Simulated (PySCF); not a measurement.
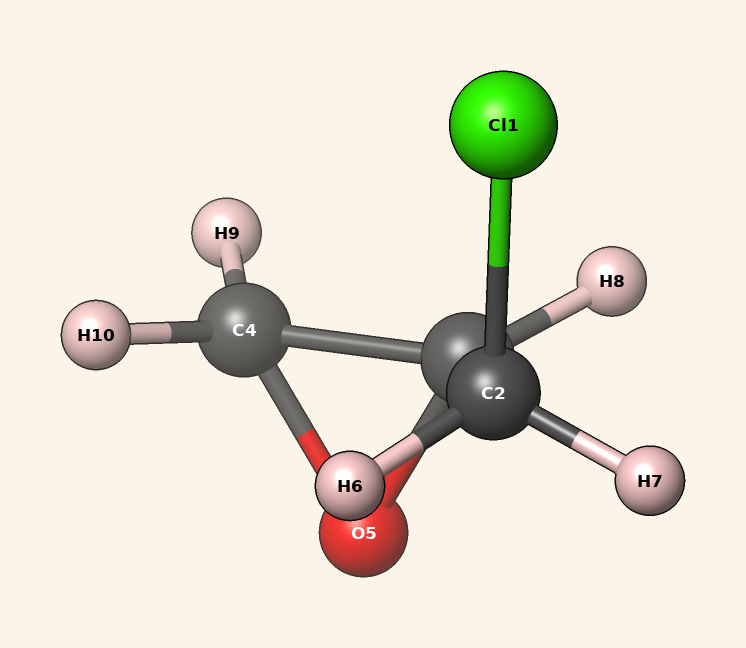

C3 lies behind C2. The molecule seen nearly along the C2–C3 bond, C2 in front. Depth is shown by fading: the farther an atom, the more it takes the colour of the background. Geometry: an end point of a reaction path computed with GFN2-xTB.

> What is the torsion angle Cl1–C2–C3–O5? The sign is positive where the front bond must turn clockwise to cover the back bond.

−153°, antiperiplanar (anti).
